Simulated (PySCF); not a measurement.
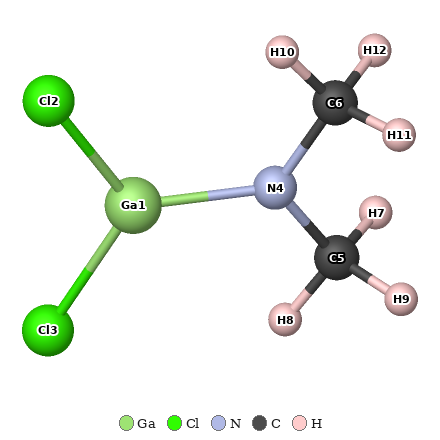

C₂H₆Cl₂GaN (GaCl2(NMe2)), SMILES C[N](C)[Ga]([Cl])[Cl], singlet. Vertical core-electron binding energies by ΔSCF (SCAN, pcX-2 on the ionised atom (unc-x2c-TZVPall on a metal), pcseg-1 elsewhere, spin-free X2C; PySCF 2.14.0, at a PBE0-D3(BJ)/def2-SVP geometry (no frequency check)), gas phase, against the vacuum level. One atom of each kind was ionised; within a panel, areas follow the number of like atoms and 2j + 1 (2p levels are split by first-order spin-orbit coupling, an approximation), each panel is scaled alone, Gaussians of 1.0 eV full width. Only the regions named are shown.

Q: Predict the Cl 2p and Cl 1s photoelectron lines.

A:
```
   level     atoms  binding energy (eV)
Cl 2p1/2  Cl2, Cl3                207.4
Cl 2p3/2  Cl2, Cl3                205.7
   Cl 1s  Cl2, Cl3               2828.3
```

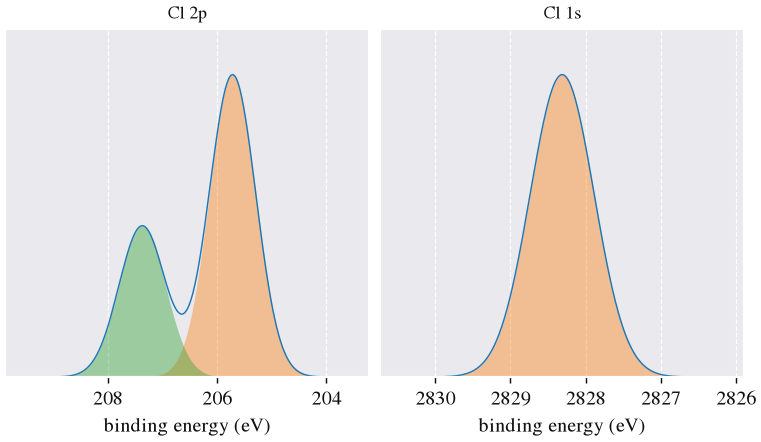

Caveats: one conformer of a flexible molecule.
